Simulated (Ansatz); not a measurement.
**triplet GeSiH5Cl at 6 levels**

Aim: a comparison of 6 runs (UHF/3-21G, U-r2SCAN/def2-SVP, U-wB97X/def2-SVP, UPBE/def2-SVP, USVWN5/def2-SVP, RPA@PBE/def2-SVP) of triplet GeSiH5Cl. 

The results are computed with Ansatz 0.2.0.

57 further runs of the same task are left out: 57 set aside as unsound or not needed.

## (1) The system as given

GeSiH5Cl has 8 atoms, charge 0, and is taken as a triplet. As SMILES of the parent species, `[SiH3][GeH2][Cl]`. The coordinates come from a PBE0-D4/def2-TZVP relaxation. That shape belongs to the parent species and isn't relaxed for this state.

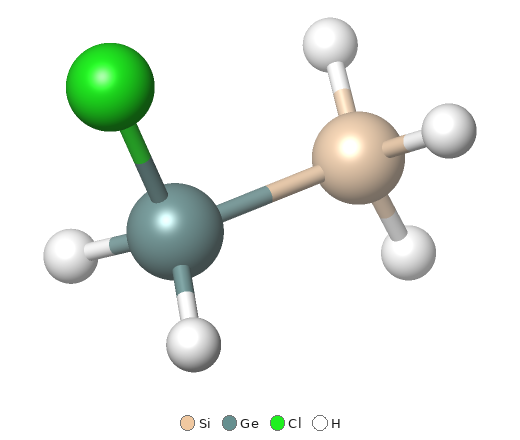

Viewed from a chosen angle; silicon light orange, germanium teal, chlorine green, hydrogen white.

## (2) A single-point energy at UHF/3-21G (run 1)

File input.yaml:

```yaml
crystal:
  periodic: [false, false, false]
  atoms:
    - {symbol: Si, position_ang: [-0.863600, 0.827300, -0.302500]}
    - {symbol: Ge, position_ang: [0.738300, -0.882000, 0.118400]}
    - {symbol: Cl, position_ang: [1.963100, -0.183700, 1.766200]}
    - {symbol: H, position_ang: [-1.744900, 0.416200, -1.427300]}
    - {symbol: H, position_ang: [-0.149800, 2.078700, -0.658900]}
    - {symbol: H, position_ang: [-1.678500, 1.035600, 0.920200]}
    - {symbol: H, position_ang: [1.703100, -1.135200, -1.051200]}
    - {symbol: H, position_ang: [0.124600, -2.213900, 0.579200]}
basis:
  gaussian:
    orbitals: 3-21G-spherical.json
magnetization:
  spin_polarized: true
  initial_magnetization: 2
hamiltonian:
  xc: hf
accuracy: high
output: {orbitals: {seedname: orbitals}}
```

The basis set 3-21G is read from a file made from the Basis Set Exchange's data (not shown).

Launch:

```bash
$ ansatz run input.yaml --threads 1 --pin off --max-ram 3480MiB --events-out events.jsonl --progress --plain --runs-dir runs
```

The program printed:

```text
Warning: RAYON_NUM_THREADS=1 ignored (pool sized by the plan → 1); use --threads N
Functional definition: HF
  name "HF"
  exchange = exact_x
  correlation = 0
1173 factors; integrals over basis functions are off by at most 6.5e-9 eV
mean field evaluation 1: about -76536.5666 eV, gradient 1.1e1 eV
mean field evaluation 2: about -76536.5828 eV, gradient 1.1e1 eV
mean field evaluation 4: about -76537.7986 eV, gradient 1.3e0 eV
mean field evaluation 8: about -76537.8869 eV, gradient 2.9e-1 eV
mean field evaluation 16: about -76537.9791 eV, gradient 1.6e-2 eV
mean field evaluation 32: about -76537.8981 eV, gradient 2.0e-1 eV
mean field evaluation 64: about -76537.9757 eV, gradient 1.7e-1 eV
mean field evaluation 96: about -76535.3521 eV, gradient 1.2e1 eV
mean field evaluation 128: about -76537.8795 eV, gradient 6.6e-1 eV
mean field -76537.97914972 eV, -2812.7188544466 hartree, gradient 2.8e-8 eV, S^2 2.012711; 3 other end points of the search recorded, 0 dependent functions left out
reference -76537.97914972 eV, -2812.7188544466 hartree; 35, 33 occupied and 23, 25 virtual orbitals, 1173 factors
Total energy: -76537.97914972 eV, -2812.7188544466 hartree
```

Run time: 2.6 s. Hardware: 1 thread of AMD EPYC 9R45 (Zen 5), shared host; peak memory 0.21 GiB.

## (3) A single-point energy at U-r2SCAN/def2-SVP (run 2)

File job.yaml:

```yaml
crystal:
  periodic: [false, false, false]
  atoms:
    - {symbol: Si, position_ang: [-0.863600, 0.827300, -0.302500]}
    - {symbol: Ge, position_ang: [0.738300, -0.882000, 0.118400]}
    - {symbol: Cl, position_ang: [1.963100, -0.183700, 1.766200]}
    - {symbol: H, position_ang: [-1.744900, 0.416200, -1.427300]}
    - {symbol: H, position_ang: [-0.149800, 2.078700, -0.658900]}
    - {symbol: H, position_ang: [-1.678500, 1.035600, 0.920200]}
    - {symbol: H, position_ang: [1.703100, -1.135200, -1.051200]}
    - {symbol: H, position_ang: [0.124600, -2.213900, 0.579200]}
basis:
  gaussian: {orbitals: def2-SVP}
accuracy: high
output: {orbitals: {seedname: orbitals}}
total_charge: 0
magnetization: {spin_polarized: true, initial_magnetization: 2}
hamiltonian: {xc: r2scan}
```

Launch:

```bash
$ ansatz run job.yaml --threads 1 --pin off --max-ram 3480MiB --events-out events.jsonl --progress --plain --runs-dir runs
```

The program printed:

```text
Warning: RAYON_NUM_THREADS=1 ignored (pool sized by the plan → 1); use --threads N
Functional definition: r2SCAN
  name "r2SCAN"
  parameter k0 = 0.174
  parameter k1 = 0.065
  parameter a1 = 4.9479
  exchange = r2scan_x(k0 = k0, k1 = k1, a1 = a1)
  correlation = r2scan_c
1916 factors; integrals over basis functions are off by at most 4.8e-9 eV
mean field evaluation 1: about -76978.9429 eV, gradient 1.3e1 eV
mean field evaluation 2: about -76976.8327 eV, gradient 2.1e1 eV
mean field evaluation 4: about -76980.1234 eV, gradient 4.1e0 eV
mean field evaluation 8: about -76980.2411 eV, gradient 2.3e-1 eV
mean field evaluation 16: about -76980.2415 eV, gradient 4.7e-4 eV
mean field evaluation 32: about -76976.3924 eV, gradient 1.3e1 eV
mean field evaluation 64: about -76979.4744 eV, gradient 1.6e0 eV
mean field -76980.24153140 eV, -2828.9716971970 hartree, gradient 8.3e-8 eV, S^2 2.004347; 8 other end points of the search recorded, 0 dependent functions left out
reference -76980.24153356 eV, -2828.9716972764 hartree; 35, 33 occupied and 58, 60 virtual orbitals, 1916 factors
Total energy: -76980.24153356 eV, -2828.9716972764 hartree
```

Wall time 18 s (1 thread of AMD EPYC 9R45 (Zen 5), shared host); peak memory 0.47 GiB.

Runs 3 to 4 aren't shown in full; the table further down has their settings and results.

## (4) The energy at USVWN5/def2-SVP (run 5)

job.yaml: that of step 3 with these lines changed.

```diff
@@ -13,6 +13,5 @@
   gaussian: {orbitals: def2-SVP}
+magnetization: {spin_polarized: true, initial_magnetization: 2}
+hamiltonian: {xc: {name: SVWN5}}
 accuracy: high
 output: {orbitals: {seedname: orbitals}}
-total_charge: 0
-magnetization: {spin_polarized: true, initial_magnetization: 2}
-hamiltonian: {xc: r2scan}
```

Launch:

```bash
$ ansatz run job.yaml --threads 1 --pin off --max-ram 3480MiB --events-out events.jsonl --progress --plain --runs-dir runs
```

The program printed:

```text
Warning: RAYON_NUM_THREADS=1 ignored (pool sized by the plan → 1); use --threads N
Functional definition: SVWN5
  name "SVWN5"
  exchange = slater_x
  correlation = vwn5_c
1916 factors; integrals over basis functions are off by at most 4.8e-9 eV
mean field evaluation 1: about -76821.0135 eV, gradient 1.8e1 eV
mean field evaluation 2: about -76817.7083 eV, gradient 2.7e1 eV
mean field evaluation 4: about -76822.8348 eV, gradient 5.7e0 eV
mean field evaluation 8: about -76823.1144 eV, gradient 1.5e-1 eV
mean field evaluation 16: about -76823.1146 eV, gradient 7.0e-5 eV
mean field evaluation 32: about -76820.3128 eV, gradient 8.8e0 eV
mean field evaluation 64: about -76821.9869 eV, gradient 3.6e-2 eV
mean field -76823.11459096 eV, -2823.1973886404 hartree, gradient 4.3e-8 eV, S^2 2.001055; 6 other end points of the search recorded, 0 dependent functions left out
reference -76823.11459428 eV, -2823.1973887624 hartree; 35, 33 occupied and 58, 60 virtual orbitals, 1916 factors
Total energy: -76823.11459428 eV, -2823.1973887624 hartree
```

Wall time 4.5 s (1 thread of AMD EPYC 9R45 (Zen 5), shared host); peak memory 0.28 GiB.

## (5) A single-point energy at RPA@PBE/def2-SVP (run 6)

job.yaml: that of step 4 with these lines changed.

```diff
@@ -1 +1,4 @@
+basis:
+  gaussian:
+    orbitals: def2-SVP
 crystal:
@@ -11,7 +14,10 @@
     - {symbol: H, position_ang: [0.124600, -2.213900, 0.579200]}
-basis:
-  gaussian: {orbitals: def2-SVP}
-magnetization: {spin_polarized: true, initial_magnetization: 2}
-hamiltonian: {xc: {name: SVWN5}}
+hamiltonian:
+  xc: pbe
+magnetization:
+  spin_polarized: true
+  initial_magnetization: 2
 accuracy: high
-output: {orbitals: {seedname: orbitals}}
+correlation:
+  method: rpa
+  frozen_orbitals: {Cl: 5, Ge: 9, H: 0, Si: 5}
```

Launch:

```bash
$ ansatz run job.yaml --threads 1 --pin off --max-ram 3480MiB --events-out events.jsonl --progress --plain --runs-dir runs
```

The program printed, shortened:

```text
Warning: RAYON_NUM_THREADS=1 ignored (pool sized by the plan → 1); use --threads N
Functional definition: PBE
  name "PBE"
[...]
1916 factors; integrals over basis functions are off by at most 4.8e-9 eV
[...]
mean field -76963.87445844 eV, -2828.3702183599 hartree, gradient 2.3e-8 eV, S^2 2.001844; 8 other end points of the search recorded, 0 dependent functions left out
19 core orbitals not correlated: weight in the atoms' cores, before any rotation towards them, 1.000 or more for the frozen orbitals, at most 0.000 for the correlated occupied ones
reference -76898.41363503 eV, -2825.9645774705 hartree; 16, 14 occupied and 58, 60 virtual orbitals, 1916 factors
Total energy: -76920.73020352 eV, -2826.7846962356 hartree
```

It took 14 s on 1 thread of AMD EPYC 9R45 (Zen 5), shared host; peak memory 0.41 GiB.

## (6) Overview of the runs

```tsv
run	level	frozen core orbitals	energy (Eh)	HOMO energy (eV)	⟨S²⟩	wall time
1	UHF/3-21G	–	-2812.718854	-4.44	2.013	2.6 s
2	U-r2SCAN/def2-SVP	–	-2828.971697	-1.95	2.004	18 s
3	U-wB97X/def2-SVP	–	-2829.051210	-4.40	2.007	42 s
4	UPBE/def2-SVP	–	-2828.370218	-1.76	2.002	8.4 s
5	USVWN5/def2-SVP	–	-2823.197389	-1.79	2.001	4.5 s
6	RPA@PBE/def2-SVP	19	-2826.784696	–	2.002	14 s
```

## (7) What came out

| quantity | value |
| --- | --- |
| run 6: total energy | -2826.78470 Eh |
| run 6: RPA correlation energy (valence) | -820.1 mEh |
| run 6: ⟨S²⟩ of the reference determinant | 2.002 |

**Reading.** Totals of different functionals can't be ranked against each other. All runs together took 90 s, the longest 42 s.
